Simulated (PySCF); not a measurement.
# C3H7AlO: core binding energies at several levels of theory, part 3 of 3

PySCF 2.14.0. Atoms count from 0. Earlier steps stand in the parts before.

## Step 8: X-ray photoelectron lines: SCAN, X2C

What the job is given:

```
{"job": {"kind": "xps", "basis": "def2-TZVP"}, "charge": 0, "multiplicity": 1}
C     -2.917961     0.006023    -0.184981
C     -1.699283    -0.341981    -0.628909
Al    -0.127032     0.221622     0.349513
O      1.406025    -0.205954    -0.241275
C      2.749137    -0.066269     0.070951
H     -3.845153    -0.283746    -0.696630
H     -3.054349     0.605829     0.724998
H     -1.650229    -0.943646    -1.546789
H     -0.257325     1.072956     1.685282
H      3.221252    -1.053275     0.225003
H      3.293078     0.429578    -0.753004
H      2.921558     0.530391     0.987634
```

With the program's defaults for keys left out, this is: delta-SCF UKS SCAN, def2-TZVP on the ionised atom, pcseg-1 elsewhere, spin-free X2C.

Standard output:

```text
ground state, core basis on atom 0 (C), 126 functions
  cycle   1  E = -436.40718391  |g| = 7.89e-01
  cycle   2  E = -435.81721347  |g| = 1.79e+00
  cycle   3  E = -436.52594729  |g| = 2.77e-01
  cycle   4  E = -436.54465832  |g| = 8.31e-02
  cycle   5  E = -436.54660920  |g| = 1.42e-02
  cycle   6  E = -436.54667075  |g| = 5.62e-03
  cycle   7  E = -436.54667466  |g| = 4.15e-03
  cycle   8  E = -436.54667862  |g| = 5.30e-04
  cycle   9  E = -436.54667946  |g| = 1.45e-04
  E(ground) = -436.58812394 Eh
hole in C 1s of atom 0
  cycle   1  E = -425.29219533  |g| = 1.46e+00
  cycle   2  E = -423.05115086  |g| = 2.10e+00
  cycle   3  E = -425.42110953  |g| = 9.14e-01
  cycle   4  E = -425.77889786  |g| = 3.90e-01
  cycle   5  E = -425.83954728  |g| = 1.82e-01
  cycle   6  E = -425.85192641  |g| = 7.05e-02
  cycle   7  E = -425.85603333  |g| = 9.83e-03
  cycle   8  E = -425.85608860  |g| = 9.15e-03
  cycle   9  E = -425.85614369  |g| = 2.63e-03
  cycle  10  E = -425.85616612  |g| = 1.39e-03
  cycle  11  E = -425.85617210  |g| = 7.42e-04
  cycle  12  E = -425.85617336  |g| = 3.45e-04
  E(ion) = -425.89570505 Eh   <S^2> = 0.7965   hole on atom = 1.000   binding energy = 290.956 eV
ground state, core basis on atom 1 (C), 126 functions
  cycle   1  E = -436.54811018  |g| = 3.14e-02
  cycle   2  E = -436.54710526  |g| = 6.74e-02
  cycle   3  E = -436.54837316  |g| = 4.05e-03
  cycle   4  E = -436.54837941  |g| = 1.58e-03
  cycle   5  E = -436.54837896  |g| = 8.08e-04
  cycle   6  E = -436.54837943  |g| = 2.34e-04
  E(ground) = -436.58983697 Eh
hole in C 1s of atom 1
  cycle   1  E = -425.31930154  |g| = 1.47e+00
  cycle   2  E = -423.04842395  |g| = 2.02e+00
  cycle   3  E = -425.37344977  |g| = 9.65e-01
  cycle   4  E = -425.81107607  |g| = 3.71e-01
  cycle   5  E = -425.86621619  |g| = 1.86e-01
  cycle   6  E = -425.88308111  |g| = 4.58e-02
  cycle   7  E = -425.88424616  |g| = 1.78e-02
  cycle   8  E = -425.88442194  |g| = 7.89e-03
  cycle   9  E = -425.88447518  |g| = 4.30e-03
  cycle  10  E = -425.88451676  |g| = 2.67e-03
  cycle  11  E = -425.88453693  |g| = 1.50e-03
  cycle  12  E = -425.88454412  |g| = 6.69e-04
  cycle  13  E = -425.88454709  |g| = 1.77e-04
  E(ion) = -425.92421937 Eh   <S^2> = 0.8034   hole on atom = 1.000   binding energy = 290.226 eV
ground state, core basis on atom 2 (Al), 128 functions
  cycle   1  E = -436.57316855  |g| = 4.18e-02
  cycle   2  E = -436.57262212  |g| = 5.73e-02
  cycle   3  E = -436.57336973  |g| = 1.99e-02
  cycle   4  E = -436.57347418  |g| = 1.85e-03
  cycle   5  E = -436.57347370  |g| = 1.63e-03
  cycle   6  E = -436.57347208  |g| = 4.04e-04
  E(ground) = -436.57832185 Eh
hole in Al 1s of atom 2
  cycle   1  E = -377.98324784  |g| = 2.90e+00
  cycle   2  E = -377.99331563  |g| = 1.75e+00
  cycle   3  E = -378.51279773  |g| = 7.72e-01
  cycle   4  E = -378.84937886  |g| = 2.97e-01
  cycle   5  E = -378.87518257  |g| = 1.68e-01
  cycle   6  E = -378.89006562  |g| = 5.58e-02
  cycle   7  E = -378.89143701  |g| = 2.53e-02
  cycle   8  E = -378.89178407  |g| = 6.59e-03
  cycle   9  E = -378.89180508  |g| = 2.02e-03
  cycle  10  E = -378.89180694  |g| = 8.08e-04
  cycle  11  E = -378.89180800  |g| = 1.85e-04
  E(ion) = -378.89969601 Eh   <S^2> = 0.7520   hole on atom = 1.000   binding energy = 1569.515 eV
hole in Al 2p of atom 2
  cycle   1  E = -433.32867004  |g| = 1.05e+00
  cycle   2  E = -433.14809695  |g| = 9.63e-01
  cycle   3  E = -433.46688220  |g| = 4.59e-01
  cycle   4  E = -433.58893087  |g| = 1.29e-01
  cycle   5  E = -433.59414653  |g| = 7.44e-02
  cycle   6  E = -433.59695548  |g| = 2.71e-02
  cycle   7  E = -433.59725711  |g| = 1.33e-02
  cycle   8  E = -433.59735841  |g| = 3.41e-03
  cycle   9  E = -433.59736530  |g| = 1.10e-03
  cycle  10  E = -433.59736571  |g| = 4.17e-04
  E(ion) = -433.60798572 Eh   <S^2> = 0.7546   hole on atom = 1.004   binding energy = 80.827 eV
  2p3/2 = 80.387 eV   2p1/2 = 80.935 eV
ground state, core basis on atom 3 (O), 126 functions
  cycle   1  E = -436.57450544  |g| = 6.03e-02
  cycle   2  E = -436.57231977  |g| = 1.24e-01
  cycle   3  E = -436.57509260  |g| = 6.25e-03
  cycle   4  E = -436.57510000  |g| = 2.02e-03
  cycle   5  E = -436.57510186  |g| = 1.17e-03
  cycle   6  E = -436.57510142  |g| = 9.81e-05
  E(ground) = -436.61376385 Eh
hole in O 1s of atom 3
  cycle   1  E = -415.99457730  |g| = 2.14e+00
  cycle   2  E = -415.57208939  |g| = 1.95e+00
  cycle   3  E = -416.70590959  |g| = 4.85e-01
  cycle   4  E = -416.74955838  |g| = 2.73e-01
  cycle   5  E = -416.79569543  |g| = 8.30e-02
  cycle   6  E = -416.79936598  |g| = 3.02e-02
  cycle   7  E = -416.79987349  |g| = 5.25e-03
  cycle   8  E = -416.79988882  |g| = 2.29e-03
  cycle   9  E = -416.79989156  |g| = 8.81e-04
  cycle  10  E = -416.79989139  |g| = 1.89e-04
  E(ion) = -416.84015139 Eh   <S^2> = 0.7610   hole on atom = 1.000   binding energy = 538.067 eV
ground state, core basis on atom 4 (C), 126 functions
  cycle   1  E = -436.54588488  |g| = 8.13e-02
  cycle   2  E = -436.54208090  |g| = 1.62e-01
  cycle   3  E = -436.54709794  |g| = 5.44e-03
  cycle   4  E = -436.54710272  |g| = 2.41e-03
  cycle   5  E = -436.54710437  |g| = 1.25e-03
  cycle   6  E = -436.54710485  |g| = 3.12e-04
  E(ground) = -436.58783588 Eh
hole in C 1s of atom 4
  cycle   1  E = -425.26416703  |g| = 1.46e+00
  cycle   2  E = -422.39982255  |g| = 2.27e+00
  cycle   3  E = -422.74561320  |g| = 1.96e+00
  cycle   4  E = -425.70733569  |g| = 4.64e-01
  cycle   5  E = -425.76874075  |g| = 2.46e-01
  cycle   6  E = -425.78929065  |g| = 1.09e-01
  cycle   7  E = -425.79546626  |g| = 3.33e-02
  cycle   8  E = -425.79604949  |g| = 1.45e-02
  cycle   9  E = -425.79617602  |g| = 2.50e-03
  cycle  10  E = -425.79618083  |g| = 1.27e-03
  cycle  11  E = -425.79618244  |g| = 4.26e-04
  E(ion) = -425.83628189 Eh   <S^2> = 0.7693   hole on atom = 1.000   binding energy = 292.565 eV
```

It took 31 s on 1 thread of Arm Neoverse V1, shared host; peak memory 0.55 GiB.

The holes in one table. −ε is the ground-state orbital energy:

```tsv
hole	stands for	environment	ΔSCF (eV; 2p as the shell's mean)	−ε (eV)	⟨S²⟩
C1s on C0	C0	terminal =CH2 carbon	290.96	273.9	0.796
C1s on C1	C1	alkene CH	290.23	273.2	0.803
Al1s on Al2	Al2	aluminium bonded to C, O, H	1569.52	1518.6	0.752
Al2p on Al2	Al2	aluminium bonded to C, O, H	80.57	70.5	0.755
O1s on O3	O3	oxygen bonded to C, Al	538.07	516.0	0.761
C1s on C4	C4	methyl carbon bonded to O	292.56	274.7	0.769
```

With the spin-orbit splitting: Al2 2p3/2 80.39, 2p1/2 80.93 eV. The table gives each 2p level as the mean over the whole 2p shell (two parts 2p3/2, one part 2p1/2), which differs a little from the single hole in the log.

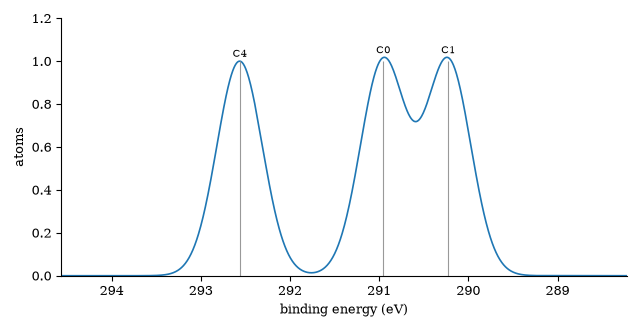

The C1s photoelectron lines, weighted by the number of atoms. Lines are broadened to a width of 0.60 eV (Gaussian).

## Step 9: Core holes by ΔSCF: SCAN, non-relativistic

The job, as its differences from that of step 8:

```diff
@@ -1,2 +1,2 @@
-{"job": {"kind": "xps", "basis": "def2-TZVP"}, "charge": 0, "multiplicity": 1}
+{"job": {"kind": "xps", "x2c": false}, "charge": 0, "multiplicity": 1}
 C     -2.917961     0.006023    -0.184981
```

With the program's defaults for keys left out, this is: delta-SCF UKS SCAN, pcX-2 on the ionised atom, pcseg-1 elsewhere, non-relativistic.

Standard output:

```text
ground state, core basis on atom 0 (C), 140 functions
  cycle   1  E = -435.91477014  |g| = 7.87e-01
  cycle   2  E = -435.33815893  |g| = 1.77e+00
  cycle   3  E = -436.03223926  |g| = 2.76e-01
  cycle   4  E = -436.05064144  |g| = 8.38e-02
  cycle   5  E = -436.05259762  |g| = 1.40e-02
  cycle   6  E = -436.05265655  |g| = 6.09e-03
  cycle   7  E = -436.05266230  |g| = 4.09e-03
  cycle   8  E = -436.05266771  |g| = 4.79e-04
  E(ground) = -436.09365136 Eh
hole in C 1s of atom 0
  cycle   1  E = -424.80022877  |g| = 1.50e+00
  cycle   2  E = -422.46563594  |g| = 2.28e+00
  cycle   3  E = -424.98879670  |g| = 8.74e-01
  cycle   4  E = -425.30176521  |g| = 4.20e-01
  cycle   5  E = -425.36866451  |g| = 1.66e-01
  cycle   6  E = -425.37968274  |g| = 4.55e-02
  cycle   7  E = -425.38122464  |g| = 1.11e-02
  cycle   8  E = -425.38129325  |g| = 1.04e-02
  cycle   9  E = -425.38135688  |g| = 3.13e-03
  cycle  10  E = -425.38137661  |g| = 2.72e-03
  cycle  11  E = -425.38138610  |g| = 1.49e-03
  cycle  12  E = -425.38138923  |g| = 4.48e-04
  E(ion) = -425.42074795 Eh   <S^2> = 0.8024   hole on atom = 1.000   binding energy = 290.424 eV
ground state, core basis on atom 1 (C), 140 functions
  cycle   1  E = -436.05405068  |g| = 4.69e-02
  cycle   2  E = -436.05320604  |g| = 6.23e-02
  cycle   3  E = -436.05413090  |g| = 2.23e-02
  cycle   4  E = -436.05427835  |g| = 2.56e-03
  cycle   5  E = -436.05427986  |g| = 9.04e-04
  cycle   6  E = -436.05428054  |g| = 2.57e-04
  E(ground) = -436.09531323 Eh
hole in C 1s of atom 1
  cycle   1  E = -424.82836271  |g| = 1.50e+00
  cycle   2  E = -422.50514778  |g| = 2.19e+00
  cycle   3  E = -424.96217972  |g| = 9.10e-01
  cycle   4  E = -425.34525631  |g| = 3.73e-01
  cycle   5  E = -425.39772501  |g| = 1.69e-01
  cycle   6  E = -425.41007422  |g| = 4.05e-02
  cycle   7  E = -425.41098814  |g| = 1.33e-02
  cycle   8  E = -425.41111235  |g| = 7.30e-03
  cycle   9  E = -425.41115996  |g| = 4.54e-03
  cycle  10  E = -425.41118938  |g| = 2.94e-03
  cycle  11  E = -425.41121236  |g| = 1.33e-03
  cycle  12  E = -425.41121763  |g| = 5.93e-04
  cycle  13  E = -425.41121855  |g| = 1.79e-04
  E(ion) = -425.45074718 Eh   <S^2> = 0.8068   hole on atom = 1.000   binding energy = 289.653 eV
ground state, core basis on atom 2 (Al), 151 functions
  cycle   1  E = -436.08893959  |g| = 3.88e-02
  cycle   2  E = -436.08863465  |g| = 4.36e-02
  cycle   3  E = -436.08902434  |g| = 2.15e-02
  cycle   4  E = -436.08915334  |g| = 4.40e-03
  cycle   5  E = -436.08915878  |g| = 9.78e-04
  cycle   6  E = -436.08915673  |g| = 2.14e-04
  E(ground) = -436.09430226 Eh
hole in Al 1s of atom 2
  cycle   1  E = -377.63739771  |g| = 3.95e+00
  cycle   2  E = -377.61353526  |g| = 2.07e+00
  cycle   3  E = -378.14970734  |g| = 8.90e-01
  cycle   4  E = -378.52198706  |g| = 4.69e-01
  cycle   5  E = -378.60427060  |g| = 2.10e-01
  cycle   6  E = -378.62551883  |g| = 7.70e-02
  cycle   7  E = -378.62782784  |g| = 4.24e-02
  cycle   8  E = -378.62872853  |g| = 1.17e-02
  cycle   9  E = -378.62880508  |g| = 2.78e-03
  cycle  10  E = -378.62880753  |g| = 1.21e-03
  cycle  11  E = -378.62880888  |g| = 2.24e-04
  E(ion) = -378.63549430 Eh   <S^2> = 0.7523   hole on atom = 1.000   binding energy = 1563.534 eV
hole in Al 2p of atom 2
  cycle   1  E = -432.84834476  |g| = 1.07e+00
  cycle   2  E = -432.64552950  |g| = 1.04e+00
  cycle   3  E = -433.00459525  |g| = 4.41e-01
  cycle   4  E = -433.11360887  |g| = 1.42e-01
  cycle   5  E = -433.11867147  |g| = 8.69e-02
  cycle   6  E = -433.12248481  |g| = 3.16e-02
  cycle   7  E = -433.12288380  |g| = 1.62e-02
  cycle   8  E = -433.12302116  |g| = 5.12e-03
  cycle   9  E = -433.12303533  |g| = 1.16e-03
  cycle  10  E = -433.12303521  |g| = 4.54e-04
  E(ion) = -433.13353373 Eh   <S^2> = 0.7549   hole on atom = 1.003   binding energy = 80.567 eV
  2p3/2 = 80.133 eV   2p1/2 = 80.677 eV
ground state, core basis on atom 3 (O), 140 functions
  cycle   1  E = -436.08285997  |g| = 6.22e-02
  cycle   2  E = -436.08200056  |g| = 7.92e-02
  cycle   3  E = -436.08299321  |g| = 2.80e-02
  cycle   4  E = -436.08312771  |g| = 3.09e-03
  cycle   5  E = -436.08312808  |g| = 1.32e-03
  cycle   6  E = -436.08313005  |g| = 3.11e-04
  E(ground) = -436.12147470 Eh
hole in O 1s of atom 3
  cycle   1  E = -415.51742553  |g| = 2.23e+00
  cycle   2  E = -415.05532228  |g| = 2.20e+00
  cycle   3  E = -416.28358796  |g| = 4.15e-01
  cycle   4  E = -416.29384942  |g| = 2.82e-01
  cycle   5  E = -416.34433813  |g| = 7.77e-02
  cycle   6  E = -416.34738962  |g| = 3.38e-02
  cycle   7  E = -416.34802131  |g| = 5.83e-03
  cycle   8  E = -416.34803828  |g| = 2.24e-03
  cycle   9  E = -416.34804118  |g| = 8.46e-04
  cycle  10  E = -416.34804178  |g| = 1.76e-04
  E(ion) = -416.38741952 Eh   <S^2> = 0.7617   hole on atom = 1.000   binding energy = 536.991 eV
ground state, core basis on atom 4 (C), 140 functions
  cycle   1  E = -436.05185767  |g| = 8.50e-02
  cycle   2  E = -436.04848426  |g| = 1.53e-01
  cycle   3  E = -436.05292366  |g| = 1.15e-02
  cycle   4  E = -436.05294767  |g| = 3.26e-03
  cycle   5  E = -436.05295034  |g| = 2.03e-03
  cycle   6  E = -436.05295213  |g| = 3.07e-04
  E(ground) = -436.09327422 Eh
hole in C 1s of atom 4
  cycle   1  E = -424.77141720  |g| = 1.49e+00
  cycle   2  E = -421.80221661  |g| = 2.46e+00
  cycle   3  E = -423.22098226  |g| = 1.81e+00
  cycle   4  E = -425.25274933  |g| = 4.09e-01
  cycle   5  E = -425.28526815  |g| = 2.81e-01
  cycle   6  E = -425.31411841  |g| = 9.56e-02
  cycle   7  E = -425.31870887  |g| = 3.30e-02
  cycle   8  E = -425.31921262  |g| = 1.70e-02
  cycle   9  E = -425.31938762  |g| = 2.55e-03
  cycle  10  E = -425.31939394  |g| = 1.22e-03
  cycle  11  E = -425.31939494  |g| = 4.49e-04
  E(ion) = -425.35936018 Eh   <S^2> = 0.7707   hole on atom = 1.000   binding energy = 292.085 eV
```

Wall time 33 s (1 thread of Arm Neoverse V1, shared host); peak memory 0.56 GiB.

Binding energies by hole, beside the orbital energy of the ground state; the difference holds orbital relaxation and, for a density functional, its self-interaction error:

```tsv
hole	stands for	environment	ΔSCF (eV; 2p as the shell's mean)	−ε (eV)	⟨S²⟩
C1s on C0	C0	terminal =CH2 carbon	290.42	273.9	0.802
C1s on C1	C1	alkene CH	289.65	273.1	0.807
Al1s on Al2	Al2	aluminium bonded to C, O, H	1563.53	1514.8	0.752
Al2p on Al2	Al2	aluminium bonded to C, O, H	80.31	70.4	0.755
O1s on O3	O3	oxygen bonded to C, Al	536.99	515.7	0.762
C1s on C4	C4	methyl carbon bonded to O	292.08	274.7	0.771
```

With the spin-orbit splitting: Al2 2p3/2 80.13, 2p1/2 80.68 eV. The table gives each 2p level as the mean over the whole 2p shell (two parts 2p3/2, one part 2p1/2), which differs a little from the single hole in the log.

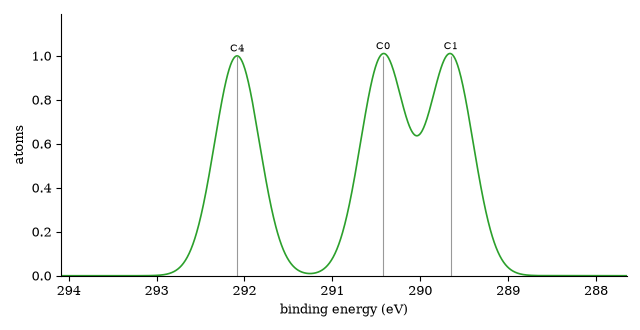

The C1s photoelectron lines, weighted by the number of atoms. Lines are broadened to a width of 0.60 eV (Gaussian).

## Step 10: What came out

What follows sums up all 3 parts.

| quantity | value |
| --- | --- |
| C1s binding energies, SCAN/pcX-2 | C4 292.19, C0 290.53, C1 289.76 eV |
| Al1s binding energies, SCAN/pcX-2 | Al2 1566.69 eV |
| Al2p binding energies, SCAN/pcX-2 | Al2 80.27 eV |
| O1s binding energies, SCAN/pcX-2 | O3 537.37 eV |
| C1s binding energies, B3LYP/pcX-2 | C4 292.26, C0 290.67, C1 289.89 eV |
| Al1s binding energies, B3LYP/pcX-2 | Al2 1565.63 eV |
| Al2p binding energies, B3LYP/pcX-2 | Al2 80.41 eV |
| O1s binding energies, B3LYP/pcX-2 | O3 537.15 eV |
| C1s binding energies, PBE0/pcX-2 | C4 291.64, C0 290.13, C1 289.38 eV |
| Al1s binding energies, PBE0/pcX-2 | Al2 1564.82 eV |
| Al2p binding energies, PBE0/pcX-2 | Al2 80.13 eV |
| O1s binding energies, PBE0/pcX-2 | O3 536.65 eV |
| C1s binding energies, PBE/pcX-2 | C4 291.24, C0 289.71, C1 289.03 eV |
| Al1s binding energies, PBE/pcX-2 | Al2 1563.76 eV |
| Al2p binding energies, PBE/pcX-2 | Al2 79.81 eV |
| O1s binding energies, PBE/pcX-2 | O3 536.43 eV |
| Al1s binding energies, HF/pcX-2 | Al2 1567.34 eV |
| Al2p binding energies, HF/pcX-2 | Al2 79.65 eV |
| O1s binding energies, HF/pcX-2 | O3 536.53 eV |
| C1s binding energies, HF/pcX-2 (standing for 1 of 3 atoms) | C4 292.13 eV |
| C1s binding energies, SCAN/pcX-1 | C4 292.19, C0 290.55, C1 289.78 eV |
| Al1s binding energies, SCAN/pcX-1 | Al2 1566.82 eV |
| Al2p binding energies, SCAN/pcX-1 | Al2 80.45 eV |
| O1s binding energies, SCAN/pcX-1 | O3 537.44 eV |
| C1s binding energies, SCAN/def2-TZVP | C4 292.56, C0 290.96, C1 290.23 eV |
| Al1s binding energies, SCAN/def2-TZVP | Al2 1569.52 eV |
| Al2p binding energies, SCAN/def2-TZVP | Al2 80.57 eV |
| O1s binding energies, SCAN/def2-TZVP | O3 538.07 eV |
| C1s binding energies, SCAN/pcX-2, non-relativistic | C4 292.08, C0 290.42, C1 289.65 eV |
| Al1s binding energies, SCAN/pcX-2, non-relativistic | Al2 1563.53 eV |
| Al2p binding energies, SCAN/pcX-2, non-relativistic | Al2 80.31 eV |
| O1s binding energies, SCAN/pcX-2, non-relativistic | O3 536.99 eV |

Single values in the summary come from the first sound run of each kind (SCAN/pcX-2), which need not be the best level. At SCAN/pcX-2: The C1s levels kept as sound span 2.42 eV, from C1 (alkene CH) up to C4 (methyl carbon bonded to O). At B3LYP/pcX-2: The C1s levels kept as sound span 2.37 eV, from C1 (alkene CH) up to C4 (methyl carbon bonded to O). At PBE0/pcX-2: The C1s levels kept as sound span 2.27 eV, from C1 (alkene CH) up to C4 (methyl carbon bonded to O). At PBE/pcX-2: The C1s levels kept as sound span 2.21 eV, from C1 (alkene CH) up to C4 (methyl carbon bonded to O). At SCAN/pcX-1: The C1s levels kept as sound span 2.41 eV, from C1 (alkene CH) up to C4 (methyl carbon bonded to O). At SCAN/def2-TZVP: The C1s levels kept as sound span 2.34 eV, from C1 (alkene CH) up to C4 (methyl carbon bonded to O). At SCAN/pcX-2, non-relativistic: C4 (methyl carbon bonded to O) binds its C1s electron 2.43 eV more tightly than C1 (alkene CH).
